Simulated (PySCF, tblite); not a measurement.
# C4H8Al2Cl2: geometry, infrared bands and NMR shifts

Wanted: the infrared bands and NMR shifts of C4H8Al2Cl2 (`CCC#[C][AlH-]1[Cl+][AlH2-][Cl+]1`), by calculation.

The runs use tblite 0.8.0 and PySCF 2.14.0, with density-fitted response routines of our own; the level of theory stands in each step. All values are computed, except where a source is named. Atoms count from 0, in the outputs and in this text.

**1. The molecule as given**

16 atoms, charge 0, multiplicity 1; geometry from: force field or distance geometry start.

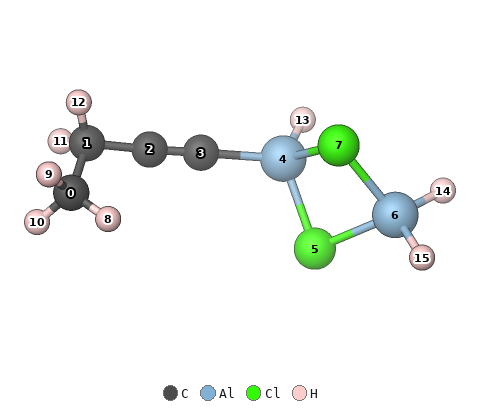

The starting geometry (carbon dark grey, aluminium light blue, chlorine green, hydrogen pink), atoms numbered.

**2. Geometry optimisation with GFN2-xTB**

Job settings and geometry (Å):

```
{"job": {"kind": "relax", "xc": "GFN2-xTB", "basis": "xTB"}, "charge": 0, "multiplicity": 1}
C     -3.294300     0.295800     0.324700
C     -2.718000     0.180100    -1.048800
C     -1.249800     0.064300    -0.880900
C     -0.049100     0.001500    -0.778000
Al     1.884400    -0.132500    -0.610900
Cl     2.518300    -1.097800     1.257800
Al     4.165600     0.413300     1.331000
Cl     2.788300     1.732000     0.190400
H     -2.562400     0.433900     1.145200
H     -3.965600     1.214100     0.348400
H     -4.003600    -0.544500     0.576500
H     -3.126200    -0.671800    -1.627400
H     -2.976700     1.105500    -1.601600
H      2.605600    -0.655100    -1.932200
H      5.465000     0.000200     0.489800
H      4.510900     0.937300     2.804400
```

On the command line:

```console
> OMP_NUM_THREADS=1 python probes_run.py task.json out
```

This one command runs all jobs of the session in turn.

**Question.** This job is followed by: GFN2-xTB harmonic vibrations, gas phase; GIAO PBE0/pcSseg-1 NMR shielding, non-relativistic, gas phase. Predict these results of the whole session: strongest single infrared mode (GFN2-xTB); zero-point energy (GFN2-xTB); 13C shifts against TMS (PBE0/pcSseg-1); 1H shifts against TMS (PBE0/pcSseg-1, means over atoms taken as alike); 27Al shifts against AlH4- (PBE0/pcSseg-1); 35Cl shifts against HCl (PBE0/pcSseg-1, means over atoms taken as alike).

**Answer**, as computed:

| quantity | value |
| --- | --- |
| strongest single infrared mode (GFN2-xTB) | 636 cm⁻¹, 713 km/mol |
| zero-point energy (GFN2-xTB) | 61.5 kcal/mol |
| 13C shifts against TMS (PBE0/pcSseg-1) | 122.6, 92.1, 17.0, 16.8 ppm |
| 1H shifts against TMS (PBE0/pcSseg-1, means over atoms taken as alike) | 4.59, 4.56, 4.46, 2.43, 1.28 ppm |
| 27Al shifts against AlH4- (PBE0/pcSseg-1) | 77.2, 45.9 ppm |
| 35Cl shifts against HCl (PBE0/pcSseg-1, means over atoms taken as alike) | 24 ppm |

Relaxing lowered the energy by 0.677 eV in 161 steps; the close pair that moved most is Al6–H14, from 1.602 to 1.542 Å. The lowest mode is slightly imaginary (10i cm⁻¹), a soft motion within the noise of the Hessian, so the minimum is not strictly shown. The strongest single mode, at 636 cm⁻¹, is spread over several atoms, H14, H15, H13 among them. Unscaled tight-binding wavenumbers are off by several per cent, some by more. Its intensities can rank the bands wrongly. At PBE0/pcSseg-1: Shielding is most anisotropic at C2 (span 321 ppm, paramagnetic term -209 ppm).
